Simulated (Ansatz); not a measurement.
**Single-point calculation of Si$_{2}$H$_{7}$OF$_{3}$**

System: Si$_{2}$H$_{7}$OF$_{3}$.
Method: RKS PBE0-D4/def2-TZVPP (Ansatz 0.2.0).

The geometry is the reactant side of a reaction. The reaction was set up to form Si1–O7, H6–F9 and Si2–H8 and to break Si1–Si2, H6–O7 and H8–F9 (atoms counted from 1 in the order of the input); sticks are drawn by distance alone. The geometry comes from this level: PBE0-D4/def2-TZVP.

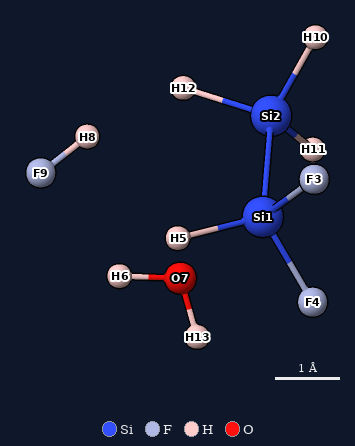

The input geometry (ball-and-stick view, seen at a tilt; atoms are numbered from 1 in the order of the input). Bond lengths as drawn: F–H 0.93 Å, F–Si 1.60 Å, H–O 0.96 Å, H–Si 1.48 to 1.50 Å and Si–Si 2.34 Å.

## Results in brief

| quantity | value |
| --- | --- |
| outcome | converged |
| total energy | −26059.4654 eV |
| mean-field energy | −26059.2398 eV |
| dispersion energy | −0.2256 eV |
| SCF solution under orbital rotations | stable |
| HOMO | −8.48 eV |
| LUMO | −0.57 eV |
| hardware | 4 CPU threads, shared host |
| wall time | 1.9 s (CPU time 2.5 s) |
| peak memory | 0.86 GiB |

## Input
```yaml
crystal:
  periodic: [false, false, false]
  atoms:
    - {symbol: Si, position_ang: [-1.386632, -0.134687, -0.699122]}
    - {symbol: Si, position_ang: [0.809379, -0.864799, -1.060637]}
    - {symbol: F, position_ang: [-2.344263, -1.100918, -1.544000]}
    - {symbol: F, position_ang: [-1.645062, 1.313789, -1.323232]}
    - {symbol: H, position_ang: [-1.906156, -0.180312, 0.683232]}
    - {symbol: H, position_ang: [0.311121, 1.342304, 1.607035]}
    - {symbol: O, position_ang: [0.273720, 1.489427, 0.654904]}
    - {symbol: H, position_ang: [1.150735, -0.738401, 1.845536]}
    - {symbol: F, position_ang: [0.908154, -0.320969, 2.641463]}
    - {symbol: H, position_ang: [0.851470, -2.098024, -1.890710]}
    - {symbol: H, position_ang: [1.659980, 0.182109, -1.674134]}
    - {symbol: H, position_ang: [1.425650, -1.247437, 0.251823]}
    - {symbol: H, position_ang: [-0.108296, 2.357918, 0.507843]}
basis:
  gaussian: {orbitals: def2-TZVPP}
hamiltonian: {xc: pbe0, dispersion: d4}
output: {orbitals: {seedname: orbitals}}
```

Launched with:
```bash
ansatz run in.yaml --threads 4 --pin off --events-out ev --progress --plain --max-ram 46080MiB --backend cuda --devices 0, --max-vram 37GiB
```

## What the program printed
```
Functional definition: PBE0
  name "PBE0"
  cite "Adamo & Barone, J. Chem. Phys. 110, 6158 (1999) doi:10.1063/1.478522"
  cite "Perdew, Burke & Ernzerhof, Phys. Rev. Lett. 77, 3865 (1996) doi:10.1103/PhysRevLett.77.3865"
  parent pbe
  parameter a = 0.25
  parameter kappa = 0.804
  parameter beta = 0.06672455060314922
  exchange = (1 - a)*pbe_x(kappa = kappa, mu = beta*pi^2/3) + a*exact_x
  correlation = pbe_c(beta = beta)
1614 factors; their error is unknown
mean field evaluation 1: about -26052.4203 eV, gradient 6.9e1 eV
mean field evaluation 2: about -26044.1353 eV, gradient 1.0e2 eV
mean field evaluation 4: about -26059.1591 eV, gradient 2.7e0 eV
mean field evaluation 8: about -26059.1701 eV, gradient 3.7e-2 eV
mean field evaluation 16: about -26059.2398 eV, gradient 6.6e-5 eV
mean field -26059.23977640 eV, -957.6593981957 hartree, gradient 6.6e-5 eV, S^2 0.000000; 0 other end points of the search recorded, 0 dependent functions left out
reference -26059.23980909 eV, -957.6593993968 hartree; 35, 35 occupied and 271, 271 virtual orbitals, 1614 factors
Total energy: -26059.46538542 eV, -957.6676891742 hartree
```

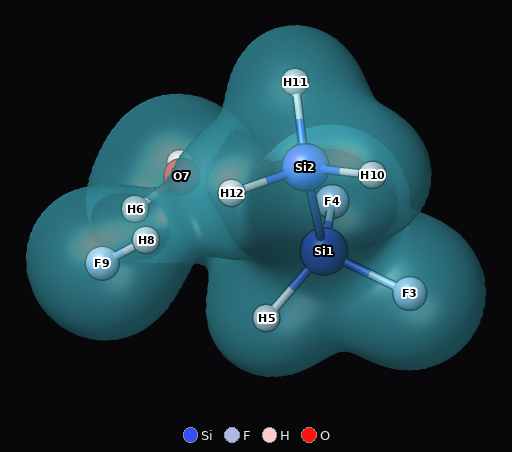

Isosurface of the total electron density at 0.05 e/Å³ (cyan), seen from the side. At this value the surface is in one piece. On the grid the lowest density along these lines, outside the cores, is 0.13 e/Å³ (Si···O, 2.69 Å), 1 e/Å³ (Si–F, 1.60 Å), 0.67 e/Å³ (Si–Si, 2.34 Å) and 2.5 e/Å³ (F–H, 0.93 Å).

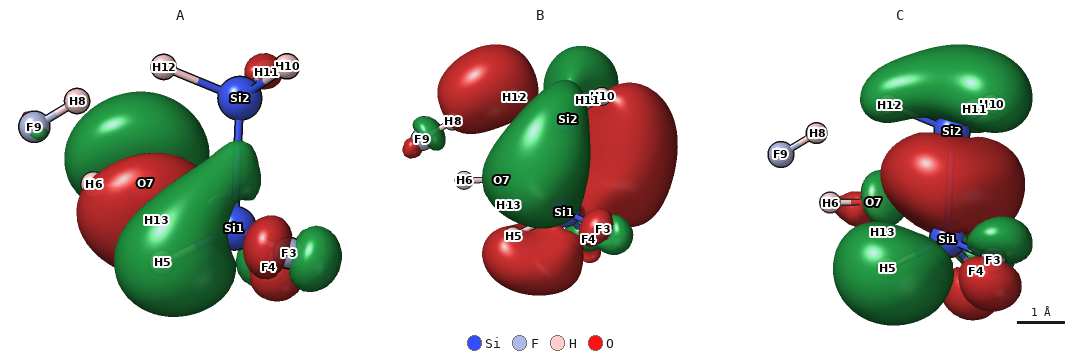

Three frontier orbitals at ±0.06 Å⁻³ᐟ² (green and red are the two phases). A is the HOMO−1 (−9.75 eV). C is the HOMO (−8.48 eV). Its weight (Hirshfeld) is mainly on Si2 (35 %), Si1 (30 %) and H5 (10 %). B is the LUMO (−0.57 eV). The HOMO–LUMO gap is 7.91 eV between the orbital energies.

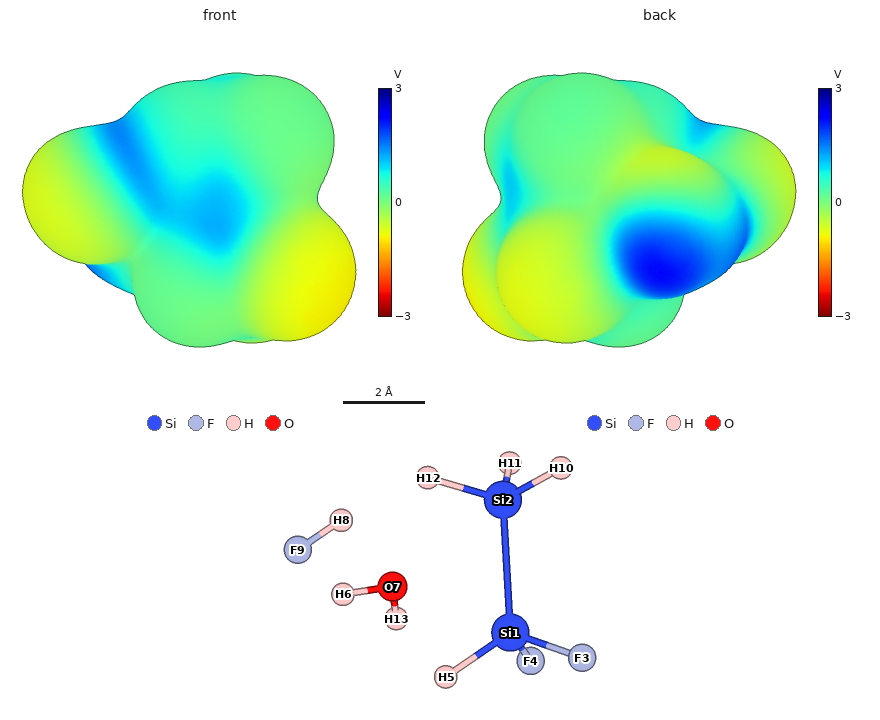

The molecular electrostatic potential painted on the density surface at 0.001 e/bohr³, seen at a tilt and from behind; the colour scale runs from red (negative) to blue (positive). The bare structure is drawn below in the same view.

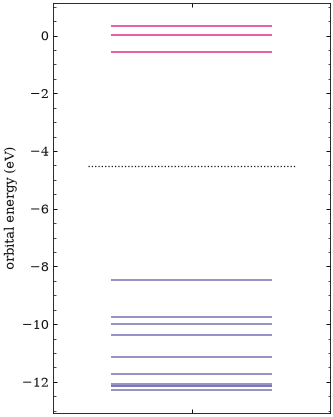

Orbital energies near the frontier; the dotted line parts filled from empty levels, and levels within 0.02 eV of each other stand side by side. Highest filled −8.48 eV, lowest empty −0.57 eV, 7.91 eV apart.
